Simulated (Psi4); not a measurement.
# A workflow on C2H6Ga (SMILES C[Ga]C), part 1 of 2

We compute a structure relaxation (doublet C2H6Ga, UPBE0/def2-TZVPD), then the energy (singlet C2H6Ga+, PBE0/def2-TZVPD), then a geometry optimisation (singlet C2H6Ga+, PBE0/def2-TZVPD), then a single-point energy (singlet C2H6Ga−, PBE0/def2-TZVPD), then a geometry optimisation (singlet C2H6Ga−, PBE0/def2-TZVPD) of C2H6Ga. 

Program for the calculation: Psi4 1.11.

### Step 1. The system as given

C2H6Ga: 9 atoms, total charge 0, spin state doublet. SMILES: `C[Ga]C`. Geometry: relaxed at PBE0-D4/def2-TZVP (4 decimals). The run starts from this shape.

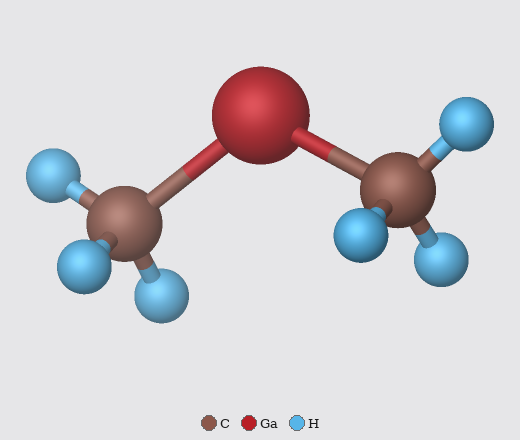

Viewed from a chosen angle; carbon brown, gallium red, hydrogen blue.

### Step 2. A structure relaxation at UPBE0/def2-TZVPD (density fitting) (run 1)

File c2h6ga.sdf:

```

     RDKit          3D

  9  8  0  0  0  0  0  0  0  0999 V2000
   -1.2466    1.1630    0.1753 C   0  0  0  0  0  0  0  0  0  0  0  0
    0.4566    0.3856    0.8730 Ga  0  0  0  0  0  2  0  0  0  0  0  0
    1.2739   -1.1396   -0.1260 C   0  0  0  0  0  0  0  0  0  0  0  0
   -2.0143    0.3825    0.1775 H   0  0  0  0  0  0  0  0  0  0  0  0
   -1.0925    1.4797   -0.8611 H   0  0  0  0  0  0  0  0  0  0  0  0
   -1.6027    2.0113    0.7582 H   0  0  0  0  0  0  0  0  0  0  0  0
    2.2020   -1.4968    0.3182 H   0  0  0  0  0  0  0  0  0  0  0  0
    1.4694   -0.8220   -1.1553 H   0  0  0  0  0  0  0  0  0  0  0  0
    0.5541   -1.9637   -0.1597 H   0  0  0  0  0  0  0  0  0  0  0  0
  2  1  1  0
  3  2  1  0
  4  1  1  0
  5  1  1  0
  6  1  1  0
  7  3  1  0
  8  3  1  0
  9  3  1  0
M  RAD  1   2   2
M  END
$$$$
```

File job.py:

```python
import psi4
from rdkit import Chem

psi4.set_memory(1600000000)
psi4.set_num_threads(1)
psi4.set_output_file('run.log', False)

rd = Chem.SDMolSupplier('c2h6ga.sdf', removeHs=False, sanitize=False)[0]
xyz = rd.GetConformer().GetPositions()
atoms = '\n'.join(f'{a.GetSymbol()} {x:.4f} {y:.4f} {z:.4f}' for a, (x, y, z) in zip(rd.GetAtoms(), xyz))
geom = psi4.geometry('0 2\n' + atoms + '\nsymmetry c1')

psi4.set_options(dict(basis='def2-TZVPD', reference='uks'))

result, w = psi4.optimize("pbe0", return_wfn=True)
print('E =', round(result, 9))
print(geom.to_string(dtype='xyz', units='Angstrom'))
```

On the command line:

```console
$ python job.py
```

run.log:

```text
[...]
  Running in c1 symmetry.
[...]
  Nuclear repulsion =  167.446097115991705
[...]
  Multiplicity = 2
[...]
  Nalpha       = 25
  Nbeta        = 24
[...]
    Number of basis functions: 182
[...]
  @DF-UKS Final Energy: -2004.31366461529319
   => Energetics <=
    Nuclear Repulsion Energy =            167.4182852882326813
    One-Electron Energy =               -3124.0811374191503091
    Two-Electron Energy =                1018.6641742835703326
    DFT Exchange-Correlation Energy =     -66.3149867679457401
    Empirical Dispersion Energy =           0.0000000000000000
    VV10 Nonlocal Energy =                  0.0000000000000000
    Total Energy =                      -2004.3136646152929643
[...]
 Multipole Moments:
 ------------------------------------------------------------------------------------
     Multipole            Electronic (a.u.)      Nuclear  (a.u.)        Total (a.u.)
 ------------------------------------------------------------------------------------
 L = 1.  Multiply by 2.5417464519 to convert [e a0] to [Debye]
 Dipole X            :          3.0576186           -3.1547696           -0.0971509
 Dipole Y            :          2.5981921           -2.6807367           -0.0825446
 Dipole Z            :          5.7196777           -5.9016836           -0.1820059
 Magnitude           :                                                    0.2222118
[...]
  -Total Gradient:
     Atom            X                  Y                   Z
    ------   -----------------  -----------------  -----------------
       1       -0.000000758825     0.000086375647     0.000019633406
       2       -0.000038215829    -0.000039021794    -0.000040214561
       3        0.000086724008    -0.000002926426     0.000015294836
       4        0.000019707102    -0.000025711661     0.000036458375
       5        0.000027249710    -0.000003047811     0.000008202711
       6       -0.000020257956    -0.000004266782    -0.000005883747
       7       -0.000005791973    -0.000016747061    -0.000011501896
       8       -0.000005145244     0.000029241172     0.000020901562
       9       -0.000021087279     0.000012083436     0.000035352899
[...]
    Final optimized geometry and variables:
    Molecular point group: c1
    Full point group: C1
    Geometry (in Angstrom), charge = 0, multiplicity = 2:
    C           -1.568463444208     0.898278022041    -0.417739299682
    GA           0.140573724031     0.119426792092     0.263195374662
    C            0.961254721468    -1.414093336122    -0.719579642575
    H           -2.334837222105     0.116494536836    -0.420322821859
    H           -1.420617389106     1.229000869862    -1.450709128478
    H           -1.921441156188     1.738817141849     0.178193268721
    H            1.887309107045    -1.764822667728    -0.266117445186
    H            1.162711138652    -1.105760222830    -1.750446041917
    H            0.242910251771    -2.239653108911    -0.748777267557
```

On the terminal:

```text
Optimizer: Optimization complete!
E = -2004.313664615
9
0 2 C2GaH6
C                    -1.568463444208     0.898278022041    -0.417739299682
Ga                    0.140573724031     0.119426792092     0.263195374662
C                     0.961254721468    -1.414093336122    -0.719579642575
H                    -2.334837222105     0.116494536836    -0.420322821859
H                    -1.420617389106     1.229000869862    -1.450709128478
H                    -1.921441156188     1.738817141849     0.178193268721
H                     1.887309107045    -1.764822667728    -0.266117445186
H                     1.162711138652    -1.105760222830    -1.750446041917
H                     0.242910251771    -2.239653108911    -0.748777267557
```

Wall time 74 s (1 thread of Intel Xeon 6975P-C (Granite Rapids), shared host); peak memory 1.4 GiB.

The path in brief:

| step | energy from the first frame kept (eV) | largest force (eV/Å) |
| --- | --- | --- |
| 0 | 0.0000 | 0.0264 |
| 1 | -0.0001 | 0.0133 |
| 2 | -0.0002 | 0.0061 |
| 3 | -0.0002 | 0.0046 |

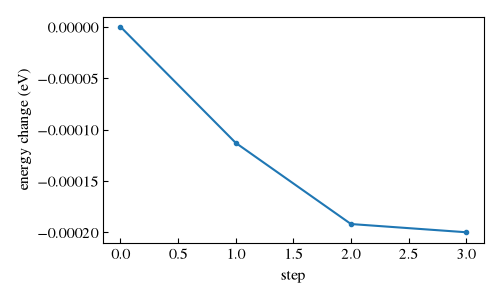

Energy along the run.

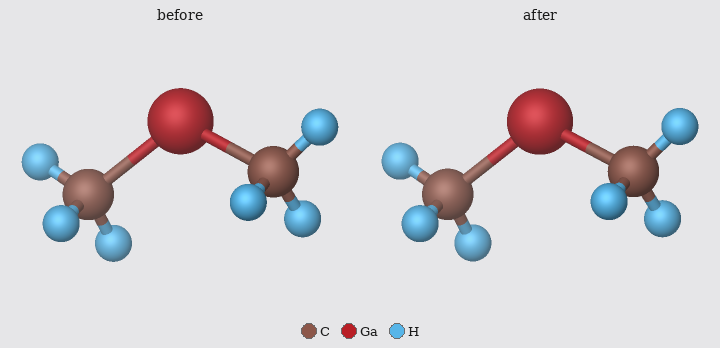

Before and after, at one scale.

After the run. Bond lengths: C1–Ga2 1.998 Å, Ga2–C3 1.998 Å, C1–H4 1.095 Å, C1–H5 1.095 Å, C1–H6 1.089 Å, C3–H7 1.089 Å, C3–H8 1.095 Å, C3–H9 1.095 Å. Some angles: C1–Ga2–C3 118.9°, Ga2–C1–H4 108.7°, Ga2–C1–H5 108.9°, Ga2–C1–H6 113.1°, Ga2–C3–H7 113.1°, Ga2–C3–H8 108.8°, Ga2–C3–H9 108.8°, H4–C1–H5 107.9°, H4–C1–H6 109.0°, H5–C1–H6 109.1°.

### Step 3. The singlet cation: a single-point energy at PBE0/def2-TZVPD (density fitting) (run 2)

File input.inp:

```
memory 1600 MB

molecule geom {
  1 1
  C
  Ga 1 R2
  C 2 R3 1 A3
  H 1 R4 2 A4 3 D4
  H 1 R5 4 A5 2 D5
  H 1 R6 5 A6 4 D6
  H 3 R7 2 A7 1 D7
  H 3 R8 7 A8 2 D8
  H 3 R9 7 A9 8 D9

  R2 = 1.99777
  R3 = 1.997761
  A3 = 118.88261
  R4 = 1.09477
  A4 = 108.73918
  D4 = 59.81417
  R5 = 1.094652
  A5 = 107.94304
  D5 = 117.99247
  R6 = 1.089144
  A6 = 109.08271
  D6 = -118.30003
  R7 = 1.089136
  A7 = 113.05808
  D7 = -179.87173
  R8 = 1.094688
  A8 = 109.04459
  D8 = 121.19208
  R9 = 1.094723
  A9 = 109.03774
  D9 = 117.63659
  units angstrom
  symmetry c1
}

set globals {
  reference rks
}

e_tot, wfn = energy("pbe0/def2-TZVPD", return_wfn=True)
print_variables()
```

On the command line:

```console
$ psi4 input.inp input.out -n 1
```

input.out:

```text
[...]
  Running in c1 symmetry.
[...]
  Nuclear repulsion =  167.418303534983067
[...]
  Multiplicity = 1
[...]
  Nalpha       = 24
  Nbeta        = 24
[...]
    Number of basis functions: 182
[...]
   @DF-RKS iter   1: -2002.29415167327261   -1.86454e+00   1.74455e-02 ADIIS/DIIS
[...]
   @DF-RKS iter   9: -2004.05708646996936   -1.48978e-08   1.19722e-07 DIIS
[...]
    Orbital Energies [Eh]
    ---------------------
    Doubly Occupied:
       1A   -373.159152     2A    -46.302842     3A    -41.017134
       4A    -41.016265     5A    -41.012311     6A    -10.421528
       7A    -10.421518     8A     -5.813964     9A     -4.084661
      10A     -4.082785    11A     -4.071342    12A     -1.112123
      13A     -1.111591    14A     -1.105786    15A     -1.102156
      16A     -1.100655    17A     -0.909942    18A     -0.895359
      19A     -0.626787    20A     -0.612761    21A     -0.610446
      22A     -0.603112    23A     -0.602922    24A     -0.499166
[...]
  @DF-RKS Final Energy: -2004.05708646996936
   => Energetics <=
    Nuclear Repulsion Energy =            167.4183035349830675
    One-Electron Energy =               -3111.9736418106485871
    Two-Electron Energy =                1006.6031360480642434
    DFT Exchange-Correlation Energy =     -66.1048842423678593
    Empirical Dispersion Energy =           0.0000000000000000
    VV10 Nonlocal Energy =                  0.0000000000000000
    Total Energy =                      -2004.0570864699693630
[...]
 Multipole Moments:
 ------------------------------------------------------------------------------------
     Multipole            Electronic (a.u.)      Nuclear  (a.u.)        Total (a.u.)
 ------------------------------------------------------------------------------------
 L = 1.  Multiply by 2.5417464519 to convert [e a0] to [Debye]
 Dipole X            :          0.0029923           -0.0041775           -0.0011851
 Dipole Y            :          6.4083644           -6.2076189            0.2007455
 Dipole Z            :          3.7837882           -3.6652742            0.1185139
 Magnitude           :                                                    0.2331217
[...]
```

Run time: 9.6 s. Hardware: 1 thread of Intel Xeon 6975P-C (Granite Rapids), shared host; peak memory 1.2 GiB.

### Step 4. The singlet cation: a geometry optimisation at PBE0/def2-TZVPD (density fitting) (run 3)

File c2h6ga.xyz:

```xyz
9
C2H6Ga
C     -1.252093     1.165482     0.186814
Ga     0.456946     0.386637     0.867749
C      1.277632    -1.146881    -0.115025
H     -2.018465     0.383696     0.184230
H     -1.104248     1.496206    -0.846156
H     -1.605074     2.006020     0.782746
H      2.203688    -1.497607     0.338437
H      1.479088    -0.838547    -1.145892
H      0.559291    -1.972443    -0.144223
```

File run.py:

```python
import psi4

psi4.set_memory('1600 MB')
psi4.set_num_threads(1)
psi4.core.set_output_file('output.dat', False)

with open('c2h6ga.xyz') as f:
    atoms = ''.join(f.readlines()[2:])
mol = psi4.geometry('1 1\n' + atoms + 'symmetry c1')

options = {'basis': 'def2-TZVPD', 'geom_maxiter': 50}
psi4.set_options(options)

e = psi4.optimize('PBE0')
print('E =', round(e, 9))
mol.save_xyz_file('final.xyz', False)
```

On the command line:

```console
$ python run.py
```

output.dat:

```text
gradient() will perform analytic gradient computation.

   => Loading Basis Set <=

    Name: DEF2-TZVPD
    Role: ORBITAL
    Keyword: BASIS

         ---------------------------------------------------------
                                   SCF
                              RKS Reference
                        1 Threads,   1525 MiB Core
         ---------------------------------------------------------

  ==> Geometry <==

    Molecular point group: c1
    Full point group: C1

    Geometry (in Angstrom), charge = 1, multiplicity = 1:

[... 147 lines left out ...]
   @DF-RKS iter   1: -2002.29415191187741   -1.86454e+00   1.74455e-02 DIIS/ADIIS
[... 6 lines left out ...]
   @DF-RKS iter   8: -2004.05708645831078   -1.72203e-06   1.72780e-06 DIIS
[... 36 lines left out ...]
  @DF-RKS Final Energy: -2004.05708647346660
[... 9 lines left out ...]
    Total Energy =                      -2004.0570864734665975
[... 181 lines left out ...]
   @DF-RKS iter   0: -2003.57584825357617   -2.00358e+03   1.99964e-04
[... 6 lines left out ...]
   @DF-RKS iter   7: -2003.57683496083291   -3.02841e-08   3.40303e-07 DIIS
[... 39 lines left out ...]
    Nuclear Repulsion Energy =            139.5630091687785921
[... 20 lines left out ...]
 Dipole X            :          9.4740390           -9.9654460           -0.4914070
[... 101 lines left out ...]
	  Convergence Criteria     1.00e-06 *    3.00e-04 *             o    1.20e-03 *             o
[... 4 lines left out ...]
Next Geometry in Ang
	Fragment 1 (Ang)

	    C  -1.7972148448  -0.4104924108   0.4868311638
	   Ga   0.4570555562   0.5221142985  -0.1777428731
	    C  -0.1987864152  -1.8691061511   0.3013260064
[... 5 lines of this table left out ...]
	    H   0.8092316199  -2.3748542896  -0.1691134664

    Structure for next step:
    Molecular point group: c1
    Full point group: C1

    Geometry (in Angstrom), charge = 1, multiplicity = 1:

    C           -1.797689196306    -0.410294313249     0.481209601783
    GA           0.456581204675     0.522312396075    -0.183364435133
    C           -0.199260766742    -1.868908053505     0.295704444388
[... 5 lines of this table left out ...]
    H            0.808757268353    -2.374656192045    -0.174735028421

PsiException: Could not converge geometry optimization in 50 iterations.

[set-up sections that repeat, and orbital energies of the middle runs, are left out above]
```

It took 9.4 min on 1 thread of Intel Xeon 6975P-C (Granite Rapids), shared host; peak memory 1.5 GiB.

The run stopped without converging.

(Continued in part 2 of 2.)
